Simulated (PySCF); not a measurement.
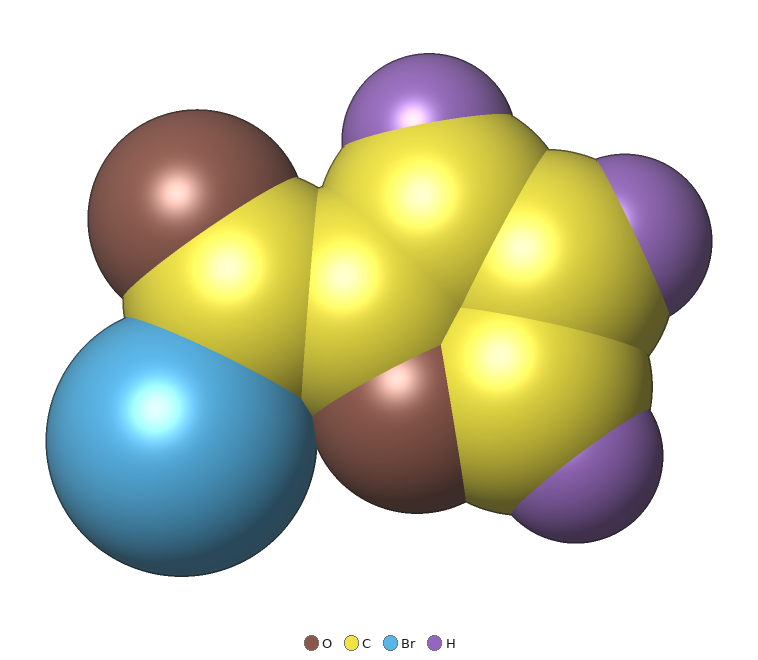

Computed geometry: GFN2-xTB optimisation. No frequency run is at hand to confirm it as a minimum.

Draw it as a skeletal formula.

SMILES: O=C(Br)c1ccco1

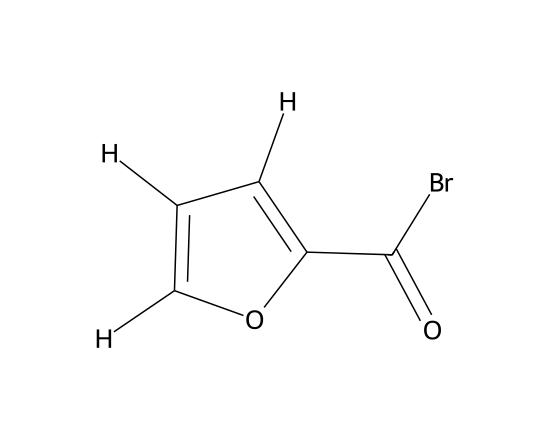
